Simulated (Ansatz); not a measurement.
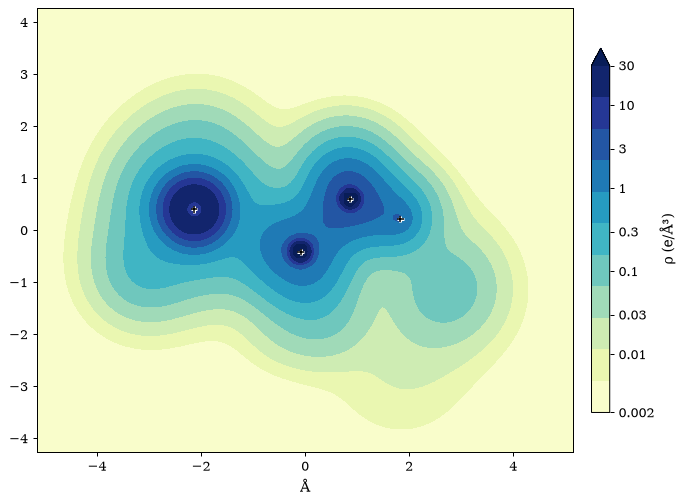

The electron density on a plane through atoms (crosses mark nuclei in the plane).

Theory: RKS PBE/def2-SVP (Ansatz 0.2.0).

Candidates:
A. ClH₄NO₂Si₂
B. C₄H₈FN
C. CH₈AlNOSn

Question: Which system is this?

Answer: Candidate C: CH₈AlNOSn on the plane of atoms C2, N1 and H7, which holds N, C, Sn and H. C–N (1.39 Å): ρ at the midpoint is about 2.2 e/Å³. C–Sn (2.20 Å): ρ is about 0.64 e/Å³ halfway.
